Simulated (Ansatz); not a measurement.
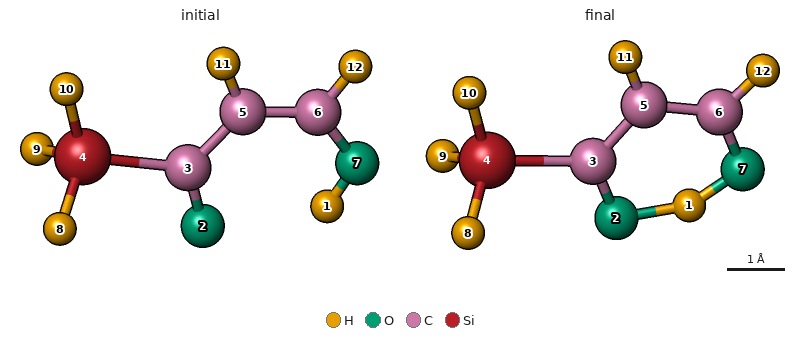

The structure of C3H6O2Si before (left) and after (right) a relaxation, at one scale.

Style: ball-and-stick. Shown at a tilt.

The run prepares an end point of a later path (reaction) calculation, from a guessed geometry.

All numbers below come from UKS LDA/6-31G in Ansatz 0.2.0.

Input
```yaml
crystal:
  periodic: [false, false, false]
  atoms:
    - { symbol: H, position_ang: [0.137165, -0.673738, -2.584835] }
    - { symbol: O, position_ang: [0.317441, -1.543618, -0.520267] }
    - { symbol: C, position_ang: [0.116096, -0.487231, 0.152317] }
    - { symbol: Si, position_ang: [0.135249, -0.717588, 2.080418] }
    - { symbol: C, position_ang: [-0.143066, 0.798398, -0.429616] }
    - { symbol: C, position_ang: [-0.212049, 1.080937, -1.763609] }
    - { symbol: O, position_ang: [-0.056416, 0.263914, -2.817507] }
    - { symbol: H, position_ang: [1.449498, -1.376454, 2.435905] }
    - { symbol: H, position_ang: [-0.997401, -1.6596, 2.430305] }
    - { symbol: H, position_ang: [-0.023194, 0.570715, 2.873534] }
    - { symbol: H, position_ang: [-0.305037, 1.642032, 0.252025] }
    - { symbol: H, position_ang: [-0.418487, 2.102232, -2.108668] }
magnetization:
  spin_polarized: true
basis:
  gaussian: { orbitals: "6-31G" }
hamiltonian:
  xc: lda
relax:
  f_tol: 0.03
  max_steps: 50
```

Run as
```bash
ansatz run input.yaml --threads 2 --pin off --max-ram 3072MiB --backend cpu --events-out ev --progress --plain --runs-dir out
```

**Describe what moved and what it gained.**

H1 moves most after the best rigid fit: 0.69 Å. By element the largest moves are H 0.69 Å, O 0.28 Å, C 0.14 Å, Si 0.12 Å. Near-neighbour distances that change, for instance: H1–O2 2.248 → 1.315 Å, H1–O7 0.985 → 1.155 Å, O2–C3 1.268 → 1.305 Å, C6–O7 1.343 → 1.314 Å. Among the angles between lasting bonds that change: H1–O7–C6 114.6° → 104.9°, C3–C5–C6 126.2° → 117.8°, C5–C6–O7 129.4° → 121.6°. After 9 geometry steps the energy has fallen by 41.1 kJ/mol. The largest force component goes from 0.71 to 0.015 eV/Å.
